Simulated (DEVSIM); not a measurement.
Structure: abrupt InP p-n junction, at 300 K.

```tsv
layer (left to right)	material	thickness (μm)	Nd (cm⁻³)	Na (cm⁻³)	τn (s)	τp (s)
1	InP	1.30	-	2e17	1.2e-8	1.2e-8
2	InP	1.70	5.2e16	-	1.2e-8	1.2e-8
```

Left contact: ohmic. Right contact: ohmic. Voltage is applied to the left contact. Recombination: SRH at mid-gap. Mobility is μmin + (μ − μmin)/(1 + (N/Nref)^α).

The device is made up for the run: typed textbook-type constants, with dimensions and the other settings drawn at random. Values at 300 K.

```
parameter         InP
-------------  ------
gap (eV)        1.344
affinity (eV)    4.38
permittivity     12.5
Nc (cm⁻³)      5.7e17
Nv (cm⁻³)      1.1e19
μn (cm²/Vs)      5200
μp (cm²/Vs)       170
μn,min            400
μp,min             10
Nref,n           3e17
Nref,p         4.9e17
αn               0.47
αp               0.62
```

Simulated with DEVSIM: 1D drift-diffusion, Boltzmann statistics, complete ionisation; no tunnelling, impact ionisation, image-force lowering or self-heating.

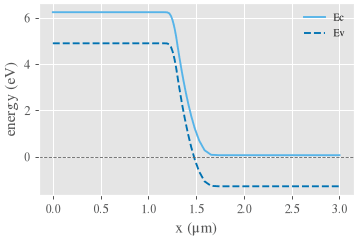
*Band edges at -5.0 V on the left contact*

Energies count from the Fermi level of the right contact; mesh points crowd at the junctions.

```json
[
 {"x (μm)": "0.000", "Ec (eV)": "6.240", "Ev (eV)": "4.896", "n (cm⁻³)": "< 1e2", "p (cm⁻³)": "2.0e17", "field (V/cm)": "≈ 0"},
 {"x (μm)": "0.02003", "Ec (eV)": "6.240", "Ev (eV)": "4.896", "n (cm⁻³)": "< 1e2", "p (cm⁻³)": "2.0e17", "field (V/cm)": "≈ 0"},
 {"x (μm)": "0.05615", "Ec (eV)": "6.240", "Ev (eV)": "4.896", "n (cm⁻³)": "< 1e2", "p (cm⁻³)": "2.0e17", "field (V/cm)": "≈ 0"},
 {"x (μm)": "0.1212", "Ec (eV)": "6.240", "Ev (eV)": "4.896", "n (cm⁻³)": "< 1e2", "p (cm⁻³)": "2.0e17", "field (V/cm)": "≈ 0"},
 {"x (μm)": "0.3086", "Ec (eV)": "6.240", "Ev (eV)": "4.896", "n (cm⁻³)": "< 1e2", "p (cm⁻³)": "2.0e17", "field (V/cm)": "≈ 0"},
 {"x (μm)": "0.5764", "Ec (eV)": "6.240", "Ev (eV)": "4.896", "n (cm⁻³)": "< 1e2", "p (cm⁻³)": "2.0e17", "field (V/cm)": "≈ 0"},
 {"x (μm)": "0.9037", "Ec (eV)": "6.240", "Ev (eV)": "4.896", "n (cm⁻³)": "< 1e2", "p (cm⁻³)": "2.0e17", "field (V/cm)": "≈ 0"},
 {"x (μm)": "1.133", "Ec (eV)": "6.240", "Ev (eV)": "4.896", "n (cm⁻³)": "< 1e2", "p (cm⁻³)": "2.0e17", "field (V/cm)": "≈ 0"},
 {"x (μm)": "1.218", "Ec (eV)": "6.194", "Ev (eV)": "4.850", "n (cm⁻³)": "< 1e2", "p (cm⁻³)": "3.3e16", "field (V/cm)": "-38000"},
 {"x (μm)": "1.266", "Ec (eV)": "5.697", "Ev (eV)": "4.353", "n (cm⁻³)": "< 1e2", "p (cm⁻³)": "1.5e8", "field (V/cm)": "-170000"},
 {"x (μm)": "1.292", "Ec (eV)": "5.141", "Ev (eV)": "3.797", "n (cm⁻³)": "< 1e2", "p (cm⁻³)": "490", "field (V/cm)": "-250000"},
 {"x (μm)": "1.318", "Ec (eV)": "4.455", "Ev (eV)": "3.111", "n (cm⁻³)": "< 1e2", "p (cm⁻³)": "340", "field (V/cm)": "-260000"},
 {"x (μm)": "1.353", "Ec (eV)": "3.603", "Ev (eV)": "2.259", "n (cm⁻³)": "< 1e2", "p (cm⁻³)": "320", "field (V/cm)": "-230000"},
 {"x (μm)": "1.417", "Ec (eV)": "2.295", "Ev (eV)": "0.951", "n (cm⁻³)": "< 1e2", "p (cm⁻³)": "270", "field (V/cm)": "-180000"},
 {"x (μm)": "1.588", "Ec (eV)": "0.277", "Ev (eV)": "-1.067", "n (cm⁻³)": "1.3e13", "p (cm⁻³)": "< 1e2", "field (V/cm)": "-53000"},
 {"x (μm)": "1.842", "Ec (eV)": "0.062", "Ev (eV)": "-1.282", "n (cm⁻³)": "5.2e16", "p (cm⁻³)": "< 1e2", "field (V/cm)": "≈ 0"},
 {"x (μm)": "2.278", "Ec (eV)": "0.062", "Ev (eV)": "-1.282", "n (cm⁻³)": "5.2e16", "p (cm⁻³)": "< 1e2", "field (V/cm)": "≈ 0"},
 {"x (μm)": "2.613", "Ec (eV)": "0.062", "Ev (eV)": "-1.282", "n (cm⁻³)": "5.2e16", "p (cm⁻³)": "< 1e2", "field (V/cm)": "≈ 0"},
 {"x (μm)": "2.846", "Ec (eV)": "0.062", "Ev (eV)": "-1.282", "n (cm⁻³)": "5.2e16", "p (cm⁻³)": "< 1e2", "field (V/cm)": "≈ 0"},
 {"x (μm)": "2.926", "Ec (eV)": "0.062", "Ev (eV)": "-1.282", "n (cm⁻³)": "5.2e16", "p (cm⁻³)": "< 1e2", "field (V/cm)": "≈ 0"},
 {"x (μm)": "2.970", "Ec (eV)": "0.062", "Ev (eV)": "-1.282", "n (cm⁻³)": "5.2e16", "p (cm⁻³)": "< 1e2", "field (V/cm)": "≈ 0"},
 {"x (μm)": "3.000", "Ec (eV)": "0.062", "Ev (eV)": "-1.282", "n (cm⁻³)": "5.2e16", "p (cm⁻³)": "< 1e2", "field (V/cm)": "≈ 0"}
]
```
